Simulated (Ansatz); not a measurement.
# Nudged elastic band of C$_{2}$H$_{3}$NO$_{2}$

The run: nudged elastic band of C$_{2}$H$_{3}$NO$_{2}$. Method and program: RKS revPBE-D4/6-31G* (Ansatz 0.2.0).

It belongs to a series of runs on one base structure; here: band between the two ends. Figures and captions count atoms from 1; the log counts them from 0 in places.

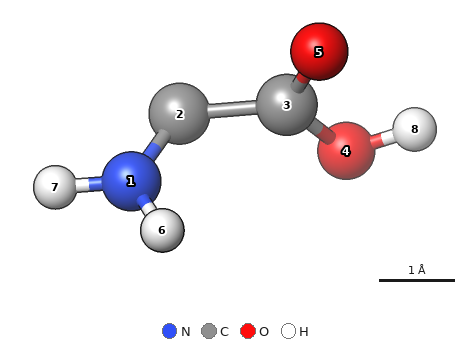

Fig. 1: The input geometry (ball-and-stick view, seen at a tilt; atoms are numbered from 1 in the order of the input). Bond lengths as drawn: C–C 1.47 Å, C–N 1.31 Å, C–O 1.23 to 1.37 Å, H–N 1.02 to 1.04 Å and H–O 0.99 Å.

**Input**
```yaml
crystal:
  periodic: [false, false, false]
  atoms:
    - { symbol: "N", position_ang: [-0.357244, 1.425587, -0.402945] }
    - { symbol: C, position_ang: [0.392657, 0.413177, -0.770143] }
    - { symbol: C, position_ang: [0.470445, -0.696783, 0.18758] }
    - { symbol: O, position_ang: [-0.324903, -1.766252, -0.148468] }
    - { symbol: O, position_ang: [1.286252, -0.717362, 1.113961] }
    - { symbol: H, position_ang: [-0.925202, 1.488299, 0.460441] }
    - { symbol: H, position_ang: [-0.389644, 2.272334, -0.978902] }
    - { symbol: H, position_ang: [-0.060261, -2.4762, 0.482776] }
basis:
  gaussian: { orbitals: "6-31G*" }
hamiltonian:
  xc: revpbe
  dispersion: d4
neb:
  order_check: false
  images: 7
  f_tol: 0.05
  max_iterations: 60
  final_atoms:
    - { symbol: "N", position_ang: [-0.27399373, 1.31821786, -0.40826884] }
    - { symbol: C, position_ang: [-0.34767242, 0.04439276, -0.71769737] }
    - { symbol: C, position_ang: [0.30436886, -0.7089324, 0.47510602] }
    - { symbol: O, position_ang: [0.26894465, -2.04944854, 0.27401318] }
    - { symbol: O, position_ang: [0.79628591, -0.20480071, 1.47968071] }
    - { symbol: H, position_ang: [0.15857344, 1.64136733, 0.48424059] }
    - { symbol: H, position_ang: [-0.63777746, 2.03774189, -1.0373237] }
    - { symbol: H, position_ang: [-0.17662925, -2.13573819, -0.60545059] }
  initial_path:
    images:
      - { positions_ang: [[-0.357244, 1.425587, -0.402945], [0.392657, 0.413177, -0.770143], [0.470445, -0.696783, 0.18758], [-0.324903, -1.766252, -0.148468], [1.286252, -0.717362, 1.113961], [-0.925202, 1.488299, 0.460441], [-0.389644, 2.272334, -0.978902], [-0.060261, -2.4762, 0.482776]] }
      - { positions_ang: [[-0.32972582, 1.36020752, -0.30081119], [0.4832425, 0.40183781, -0.64663312], [0.55078322, -0.76382805, 0.09257771], [-0.28474805, -1.75307922, -0.05781611], [1.34495115, -0.58769359, 1.01067262], [-0.98026272, 1.28211484, 0.37829508], [-0.40211542, 2.15650802, -0.93762696], [-0.29002486, -2.15326734, 0.40564197]] }
      - { positions_ang: [[-0.30220763, 1.29482803, -0.19867738], [0.57382799, 0.39049863, -0.52312324], [0.63112145, -0.83087309, -0.00242457], [-0.2445931, -1.73990643, 0.03283577], [1.40365029, -0.45802518, 0.90738424], [-1.03532343, 1.07593068, 0.29614917], [-0.41458684, 2.04068205, -0.89635193], [-0.51978872, -1.83033468, 0.32850794]] }
      - { positions_ang: [[-0.27468945, 1.22944855, -0.09654357], [0.66441349, 0.37915944, -0.39961336], [0.71145967, -0.89791814, -0.09742686], [-0.20443816, -1.72673365, 0.12348766], [1.46234944, -0.32835677, 0.80409585], [-1.09038415, 0.86974651, 0.21400325], [-0.42705826, 1.92485607, -0.85507689], [-0.74955258, -1.50740202, 0.25137391]] }
      - { positions_ang: [[-0.24717126, 1.16406907, 0.00559024], [0.75499899, 0.36782025, -0.27610347], [0.79179789, -0.96496319, -0.19242915], [-0.16428321, -1.71356086, 0.21413955], [1.52104858, -0.19868836, 0.70080747], [-1.14544487, 0.66356235, 0.13185734], [-0.43952969, 1.8090301, -0.81380185], [-0.97931644, -1.18446936, 0.17423988]] }
      - { positions_ang: [[-0.25387688, 1.20260627, -0.09787453], [0.47933113, 0.28696338, -0.38650195], [0.66994063, -0.90095549, -0.02554536], [-0.05597624, -1.79753278, 0.22910796], [1.33985792, -0.20021645, 0.89552578], [-0.81944029, 0.9080136, 0.21995315], [-0.48909163, 1.86620805, -0.86968232], [-0.77864464, -1.42228657, -0.02068274]] }
      - { positions_ang: [[-0.2605825, 1.24114346, -0.2013393], [0.20366328, 0.20610651, -0.49690042], [0.54808338, -0.83694779, 0.14133844], [0.05233072, -1.8815047, 0.24407636], [1.15866725, -0.20174453, 1.09024409], [-0.49343571, 1.15246484, 0.30804897], [-0.53865358, 1.92338599, -0.92556278], [-0.57797285, -1.66010378, -0.21560536]] }
      - { positions_ang: [[-0.26728811, 1.27968066, -0.30480407], [-0.07200457, 0.12524964, -0.6072989], [0.42622612, -0.7729401, 0.30822223], [0.16063769, -1.96547662, 0.25904477], [0.97747658, -0.20327262, 1.2849624], [-0.16743114, 1.39691609, 0.39614478], [-0.58821552, 1.98056394, -0.98144324], [-0.37730105, -1.89792099, -0.41052797]] }
      - { positions_ang: [[-0.27399373, 1.31821786, -0.40826884], [-0.34767242, 0.04439276, -0.71769737], [0.30436886, -0.7089324, 0.47510602], [0.26894465, -2.04944854, 0.27401318], [0.79628591, -0.20480071, 1.47968071], [0.15857344, 1.64136733, 0.48424059], [-0.63777746, 2.03774189, -1.0373237], [-0.17662925, -2.13573819, -0.60545059]] }
```

Launch command:
```bash
ansatz run input.yaml --threads 1 --pin off --max-ram 2048MiB --backend cpu --events-out ev --progress --plain --runs-dir out
```

**Log**
```
Engine: ansatz 0.2.0, x86_64-unknown-linux-gnu
Functional definition: revPBE
  parameter kappa = 1.245
  parameter beta = 0.06672455060314922
  exchange = pbe_x(kappa = kappa, mu = beta*pi^2/3)
  correlation = pbe_c(beta = beta)
908 factors; their error is unknown
mean field evaluation 1: about -7695.1533 eV, gradient 6.4e1 eV
mean field evaluation 2: about -7672.4645 eV, gradient 1.2e2 eV
mean field evaluation 4: about -7702.6871 eV, gradient 7.7e0 eV
mean field evaluation 8: about -7702.7979 eV, gradient 1.2e-1 eV
mean field evaluation 16: about -7702.7343 eV, gradient 3.1e-3 eV
mean field -7702.73431844 eV, -283.0702651017 hartree, gradient 3.9e-5 eV, S^2 0.000000; 0 other end points of the search recorded, 0 dependent functions left out
the calculation of the forces begins
reference -7702.73434322 eV, -283.0702660124 hartree; 19, 19 occupied and 62, 62 virtual orbitals, 908 factors
908 factors; their error is unknown
mean field evaluation 32: about -7702.6666 eV, gradient 6.5e-2 eV
mean field -7702.66662799 eV, -283.0677775238 hartree, gradient 1.8e-5 eV, S^2 0.000000; 0 other end points of the search recorded, 0 dependent functions left out
[... from here on the field's lines of each further geometry are left out, up to the last ...]
NEB iter   1: max|band force component| = 2.351e2 eV/Å  barrier→ = 45.4673 eV  barrier← = 45.4172 eV  Δτ_max = 0.1982 Å  (328 SCF iters)
NEB iter   2: max|band force component| = 5.204e1 eV/Å  barrier→ = 9.9465 eV  barrier← = 9.8963 eV  Δτ_max = 0.2000 Å  (311 SCF iters)
NEB iter   3: max|band force component| = 3.389e1 eV/Å  barrier→ = 6.0697 eV  barrier← = 6.0195 eV  Δτ_max = 0.1979 Å  (306 SCF iters)
NEB iter   4: max|band force component| = 1.447e1 eV/Å  barrier→ = 2.9788 eV  barrier← = 2.9286 eV  Δτ_max = 0.1965 Å  (268 SCF iters)
NEB iter   5: max|band force component| = 7.355e0 eV/Å  barrier→ = 2.5556 eV  barrier← = 2.5054 eV  Δτ_max = 0.2000 Å  (265 SCF iters)
NEB iter   6: max|band force component| = 4.003e0 eV/Å  barrier→ = 1.7975 eV  barrier← = 1.7473 eV  Δτ_max = 0.2000 Å  (240 SCF iters)
NEB iter   7: max|band force component| = 5.100e0 eV/Å  barrier→ = 1.2105 eV  barrier← = 1.1603 eV  Δτ_max = 0.0995 Å  (250 SCF iters)
NEB iter   8: max|band force component| = 1.307e0 eV/Å  barrier→ = 0.6207 eV  barrier← = 0.5706 eV  Δτ_max = 0.1938 Å  (232 SCF iters)
NEB iter   9: max|band force component| = 1.021e0 eV/Å  barrier→ = 0.5254 eV  barrier← = 0.4752 eV  Δτ_max = 0.2000 Å  (236 SCF iters)
NEB iter  10: max|band force component| = 6.113e-1 eV/Å  barrier→ = 0.5158 eV  barrier← = 0.4657 eV  Δτ_max = 0.1863 Å  (238 SCF iters)
NEB iter  11: max|band force component| = 5.448e-1 eV/Å  barrier→ = 0.4847 eV  barrier← = 0.4345 eV  Δτ_max = 0.0533 Å  (222 SCF iters)
NEB iter  12: max|band force component| = 4.071e-1 eV/Å  barrier→ = 0.4606 eV  barrier← = 0.4104 eV  CI = image 2  Δτ_max = 0.1975 Å  (226 SCF iters)
NEB iter  13: max|band force component| = 2.395e-1 eV/Å  barrier→ = 0.5100 eV  barrier← = 0.4598 eV  CI = image 2  Δτ_max = 0.0540 Å  (231 SCF iters)
NEB iter  14: max|band force component| = 2.003e-1 eV/Å  barrier→ = 0.5098 eV  barrier← = 0.4597 eV  CI = image 2  Δτ_max = 0.0282 Å  (230 SCF iters)
NEB iter  15: max|band force component| = 7.271e-2 eV/Å  barrier→ = 0.5076 eV  barrier← = 0.4574 eV  CI = image 2  Δτ_max = 0.0342 Å  (232 SCF iters)
NEB iter  16: max|band force component| = 5.712e-2 eV/Å  barrier→ = 0.5065 eV  barrier← = 0.4564 eV  CI = image 2  Δτ_max = 0.0186 Å  (229 SCF iters)
the calculation of the forces begins
reference -7702.65749236 eV, -283.0674417956 hartree; 19, 19 occupied and 62, 62 virtual orbitals, 908 factors
908 factors; their error is unknown
mean field evaluation 1216: about -7702.2329 eV, gradient 3.7e-4 eV
mean field -7702.23285497 eV, -283.0518366594 hartree, gradient 2.2e-5 eV, S^2 0.000000; 1 other end points of the search recorded, 0 dependent functions left out
the calculation of the forces begins
reference -7702.23287997 eV, -283.0518375779 hartree; 19, 19 occupied and 62, 62 virtual orbitals, 908 factors
NEB iter  17: max|band force component| = 3.759e-2 eV/Å  barrier→ = 0.5065 eV  barrier← = 0.4563 eV  CI = image 2  Δτ_max = 0.0000 Å  (602 SCF iters)
```

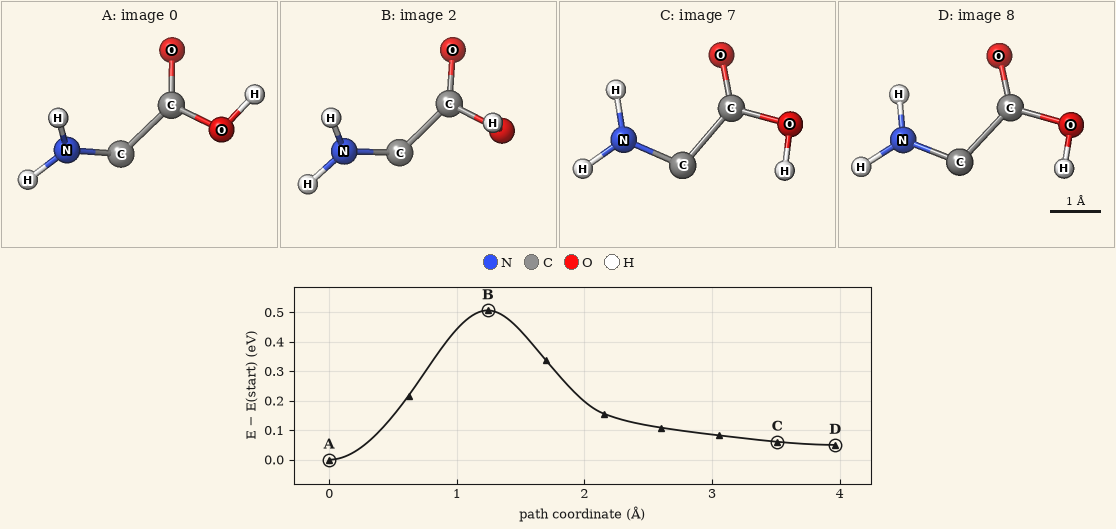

Fig. 2: Images of the last band (counted from 0; ball-and-stick, seen at an oblique angle) above the energy along the path; the line is a cubic interpolation that uses the forces. The highest image is number 2, 0.506 eV above the start and 0.456 eV above the end (the climbing image); the end lies 0.050 eV above the start. The path is 3.96 Å long. The band converged in 17 iterations.

```
Total energy: -7702.68279375 eV, -283.0683716042 hartree
Atom 0 at    -0.407422     1.317978    -0.356284 Å, force    -0.012011     0.006422     0.006402 eV/Å
Atom 1 at     0.432803     0.370305    -0.696801 Å, force     0.002017     0.005375    -0.008097 eV/Å
Atom 2 at     0.711453    -0.707421     0.229670 Å, force     0.011589    -0.020415    -0.002242 eV/Å
Atom 3 at     0.064077    -1.905737    -0.172540 Å, force     0.002205     0.003345     0.002028 eV/Å
Atom 4 at     1.578875    -0.687125     1.094943 Å, force     0.001805     0.010200     0.001667 eV/Å
Atom 5 at    -0.916468     1.391251     0.542034 Å, force    -0.002731    -0.001517     0.000197 eV/Å
Atom 6 at    -0.571640     2.110232    -0.985103 Å, force     0.007924    -0.001761    -0.000467 eV/Å
Atom 7 at    -0.799579    -1.946683     0.288382 Å, force    -0.010798    -0.001648     0.000512 eV/Å
Dipole moment:    -0.987882     0.623844     0.071969 e Å
this run last wrote the band of iteration 17 to [file]
```

**The last band as extended XYZ (Å, eV, eV/Å)**
```
8
Properties=species:S:1:pos:R:3:forces:R:3 image=0 energy=-7703.18923
N    -0.3572    1.4256   -0.4029   -0.0023  -0.0010   0.0031
C     0.3927    0.4132   -0.7701    0.0032   0.0030   0.0012
C     0.4704   -0.6968    0.1876    0.0098   0.0032   0.0060
O    -0.3249   -1.7663   -0.1485   -0.0047  -0.0019  -0.0007
O     1.2863   -0.7174    1.1140   -0.0075   0.0000  -0.0080
H    -0.9252    1.4883    0.4604    0.0010   0.0007  -0.0013
H    -0.3896    2.2723   -0.9789   -0.0004  -0.0013  -0.0015
H    -0.0603   -2.4762    0.4828    0.0008  -0.0028   0.0013
8
Properties=species:S:1:pos:R:3:forces:R:3 image=1 energy=-7702.97197
N    -0.3698    1.3524   -0.3723    0.0676   0.0313  -0.0204
C     0.4765    0.4288   -0.7651    0.0356   0.0695  -0.0575
C     0.6435   -0.6801    0.1747   -0.0756   0.0415  -0.0715
O    -0.1624   -1.7276   -0.2755   -0.2791   0.1951  -0.0958
O     1.4208   -0.7325    1.1238   -0.1942  -0.0608   0.0543
H    -0.8979    1.3674    0.5201    0.0229  -0.0235  -0.0410
H    -0.5552    2.1631   -0.9696    0.0435   0.0636   0.0083
H    -0.4633   -2.2287    0.5081    0.3793  -0.3168   0.2237
8
Properties=species:S:1:pos:R:3:forces:R:3 image=2 energy=-7702.68277
N    -0.4074    1.3180   -0.3563   -0.0120   0.0064   0.0064
C     0.4328    0.3703   -0.6968    0.0020   0.0054  -0.0081
C     0.7115   -0.7074    0.2297    0.0116  -0.0204  -0.0022
O     0.0641   -1.9057   -0.1725    0.0022   0.0033   0.0020
O     1.5789   -0.6871    1.0949    0.0018   0.0102   0.0017
H    -0.9165    1.3913    0.5420   -0.0027  -0.0015   0.0002
H    -0.5716    2.1102   -0.9851    0.0079  -0.0018  -0.0005
H    -0.7996   -1.9467    0.2884   -0.0108  -0.0016   0.0005
8
Properties=species:S:1:pos:R:3:forces:R:3 image=3 energy=-7702.85151
N    -0.4185    1.2953   -0.3429   -0.0321  -0.0180   0.0363
C     0.4009    0.3285   -0.6873   -0.0506  -0.0624  -0.0230
C     0.7051   -0.7259    0.2795   -0.0226  -0.0524   0.0458
O     0.1033   -1.9667    0.0873    0.0501  -0.0603   0.3513
O     1.6425   -0.6169    1.0661    0.1139   0.0837  -0.0847
H    -0.9220    1.3902    0.5569    0.0269   0.0064   0.0379
H    -0.5595    2.0912   -0.9740   -0.0029  -0.0283   0.0127
H    -0.8598   -1.8528   -0.0412   -0.0827   0.1312  -0.3764
8
Properties=species:S:1:pos:R:3:forces:R:3 image=4 energy=-7703.03282
N    -0.4035    1.2735   -0.3327    0.0040  -0.0008   0.0008
C     0.3242    0.2509   -0.7242   -0.0434  -0.0295  -0.0128
C     0.6754   -0.7244    0.3204   -0.0235  -0.0296   0.0160
O    -0.0112   -1.9219    0.3107   -0.0406   0.0361   0.0871
O     1.6415   -0.5656    1.0618    0.0041   0.0386  -0.0056
H    -0.7786    1.4355    0.6190    0.0672   0.0145   0.0390
H    -0.5992    2.0397   -0.9850   -0.0215  -0.0271  -0.0018
H    -0.7564   -1.8450   -0.3257    0.0538  -0.0021  -0.1227
8
Properties=species:S:1:pos:R:3:forces:R:3 image=5 energy=-7703.08069
N    -0.3909    1.2854   -0.3280    0.0075   0.0047  -0.0054
C     0.1925    0.1868   -0.7498   -0.0213  -0.0276  -0.0087
C     0.6002   -0.7142    0.3563   -0.0240   0.0379   0.0145
O    -0.0075   -1.9485    0.3176    0.0052  -0.0139   0.0087
O     1.4771   -0.4574    1.1756   -0.0139   0.0034   0.0004
H    -0.5659    1.5312    0.6631    0.0372   0.0190   0.0169
H    -0.6512    2.0191   -0.9941   -0.0086  -0.0038   0.0042
H    -0.5621   -1.9597   -0.4964    0.0179  -0.0197  -0.0307
8
Properties=species:S:1:pos:R:3:forces:R:3 image=6 energy=-7703.10686
N    -0.3551    1.2998   -0.3497   -0.0072  -0.0053   0.0015
C     0.0336    0.1202   -0.7774   -0.0052  -0.0025   0.0069
C     0.5042   -0.7096    0.3889   -0.0239   0.0075  -0.0001
O     0.0392   -1.9965    0.3215    0.0032  -0.0170  -0.0047
O     1.2650   -0.3400    1.2775   -0.0168   0.0111   0.0007
H    -0.3080    1.6055    0.6412    0.0394   0.0119  -0.0060
H    -0.6599    2.0190   -1.0115   -0.0077   0.0036   0.0063
H    -0.4270   -2.0555   -0.5462    0.0181  -0.0092  -0.0045
8
Properties=species:S:1:pos:R:3:forces:R:3 image=7 energy=-7703.12849
N    -0.3121    1.3123   -0.3772   -0.0080  -0.0033   0.0053
C    -0.1489    0.0721   -0.7771   -0.0087   0.0008  -0.0010
C     0.4032   -0.7090    0.4256   -0.0135  -0.0034   0.0030
O     0.1273   -2.0371    0.3132    0.0092  -0.0055  -0.0042
O     1.0338   -0.2467    1.3710   -0.0177   0.0074   0.0015
H    -0.0494    1.6319    0.5780    0.0323   0.0069  -0.0063
H    -0.6497    2.0329   -1.0200   -0.0041   0.0019   0.0032
H    -0.3120   -2.1136   -0.5692    0.0104  -0.0049  -0.0015
8
Properties=species:S:1:pos:R:3:forces:R:3 image=8 energy=-7703.13908
N    -0.2740    1.3182   -0.4083   -0.0035   0.0047  -0.0070
C    -0.3477    0.0444   -0.7177   -0.0002   0.0030   0.0018
C     0.3044   -0.7089    0.4751   -0.0018  -0.0027  -0.0026
O     0.2689   -2.0494    0.2740    0.0010   0.0015   0.0007
O     0.7963   -0.2048    1.4797    0.0018   0.0017   0.0051
H     0.1586    1.6414    0.4842    0.0011  -0.0025  -0.0003
H    -0.6378    2.0377   -1.0373    0.0019  -0.0025   0.0039
H    -0.1766   -2.1357   -0.6055   -0.0003  -0.0033  -0.0015
```

**Summary**

```json
{"quantity": "outcome", "value": "converged"}
{"quantity": "barrier, forward", "value": "0.506 eV"}
{"quantity": "barrier, backward", "value": "0.456 eV"}
{"quantity": "hardware", "value": "1 thread of Intel Xeon (Granite Rapids), 32 GiB of memory available, shared host"}
{"quantity": "wall time", "value": "2.5 min"}
{"quantity": "peak memory", "value": "0.16 GiB"}
```

The order of the saddle point was not checked.
